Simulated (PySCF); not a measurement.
Molecule: CH9Ge2InO, SMILES [O]([In]([GeH3])[GeH3])C, singlet. Atoms near the plane z = 0.0 Å, at the PBE0/def2-SVP optimised geometry (x, y, z in Å): In1 (-0.2, -0.2, 0.0), Ge2 (-2.1, -2.0, 0.0), H4 (-1.6, -3.4, 0.0), Ge6 (2.4, -0.2, 0.0), H9 (3.0, -1.7, 0.0), O10 (-1.0, 1.6, 0.0), C11 (-0.3, 2.8, 0.0), H12 (-0.5, 3.4, -0.9), H13 (-0.5, 3.4, 0.9), H14 (0.8, 2.7, 0.0).

Computed with PBE0/def2-TZVP, def2 effective core potentials past Kr run with PySCF. The core electrons that the potentials of In replace are not part of the density. Cells within 0.4 Å of a nucleus heavier than hydrogen are left out (blank, or x). The values are rescaled to run from 0 to 1.

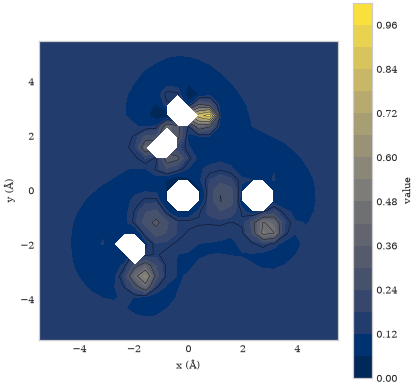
*a field on the plane z = 0.0 Å.*

Question: Which quantity is mapped?
A) log10 of the electron density
B) an orbital amplitude
C) electrostatic potential
D) deformation density (molecule minus spherical neutral atoms)

Answer: D, deformation density (molecule minus spherical neutral atoms). In full: deformation density (molecule minus spherical neutral atoms) (e/bohr³).
